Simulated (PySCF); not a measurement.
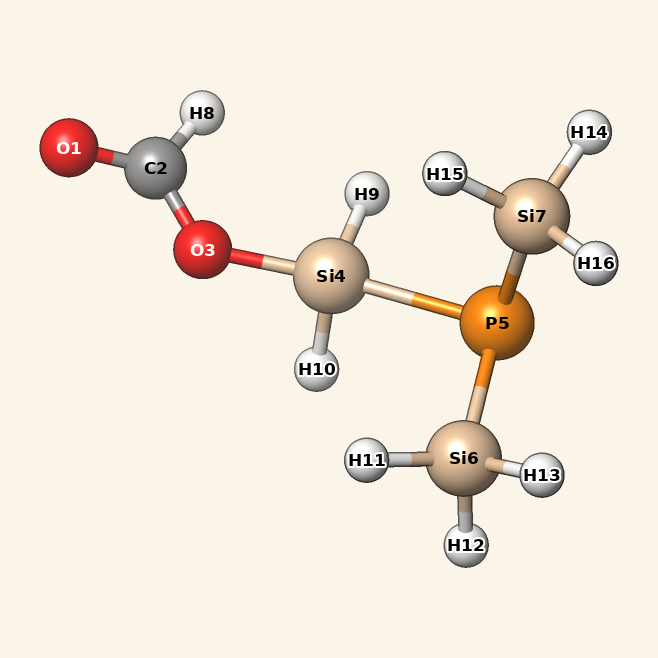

Charge −1, doublet. The computed structure is the end point of a GFN2-xTB optimisation. No frequency run is at hand to confirm it as a minimum. Method: UKS B3LYP, pcH-1 on C H O P Si, non-relativistic (PySCF 2.14.0).

Give the isotropic hyperfine couplings (Fermi-contact term alone) of O1, C2, O3, Si4, P5, Si6, Si7, H8, H9, H10, H11, H12, H13, H14, H15, H16.

```csv
atom,isotope,a_iso (MHz)
O1,17O,−2.6
C2,13C,9.5
O3,17O,−112.2
Si4,29Si,−815.1
P5,31P,132.2
Si6,29Si,−11.3
Si7,29Si,−26.6
H8,1H,0.6
H9,1H,−2.2
H10,1H,−11.3
H11,1H,5.6
H12,1H,−1.5
H13,1H,−0.5
H14,1H,−1.2
H15,1H,5.0
H16,1H,−2.0
```

The geometry is semi-empirical. Around P, Si such bond lengths and angles can be off by a tenth of an ångström or more and by several degrees, and values that hang on the shape move with them.
